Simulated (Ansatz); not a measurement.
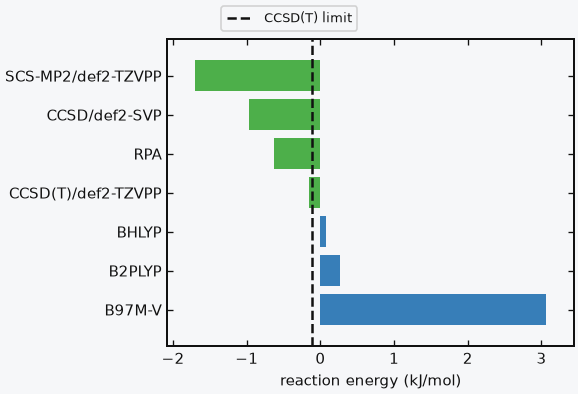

Electronic reaction energy of Si₂PH₆F (F[SiH2]P[SiH3]) + SiH₄ ([SiH4]) → Si₂PH₇ ([SiH3]P[SiH3]) + SiH₃F (F[SiH3]) (SMILES in brackets) at several levels (functionals in def2-TZVPP unless a basis is named), isolated molecules at PBE0-D4 triple-zeta geometries, minima by their frequencies, no zero-point or thermal terms, the Ansatz code 0.2.0. The line is frozen-core CCSD(T) at the basis limit (MP2 extrapolated from triple and quadruple zeta, plus CCSD(T) less MP2 in a smaller set). RPA and B2PLYP hold a correlation term that converges slowly with the basis, so part of the distance to the limit is basis error. No dispersion term is added to BHLYP and B2PLYP. The distance of SCS-MP2/def2-TZVPP, CCSD/def2-SVP and CCSD(T)/def2-TZVPP to the limit includes basis error.

**What range do the values span, the line included?**

From −1.7 kJ/mol (SCS-MP2/def2-TZVPP) to 3.1 kJ/mol (B97M-V).

**Give the values.**

```csv
level,kJ/mol,less CCSD(T) limit
SCS-MP2/def2-TZVPP,−1.7,−1.6
CCSD/def2-SVP,−1.0,−0.8
RPA,−0.6,−0.5
CCSD(T)/def2-TZVPP,−0.2,0.0
BHLYP,0.1,0.2
B2PLYP,0.3,0.4
B97M-V,3.1,3.2
CCSD(T) limit,−0.1,0.0
```

Caveats: one conformer of each flexible molecule.
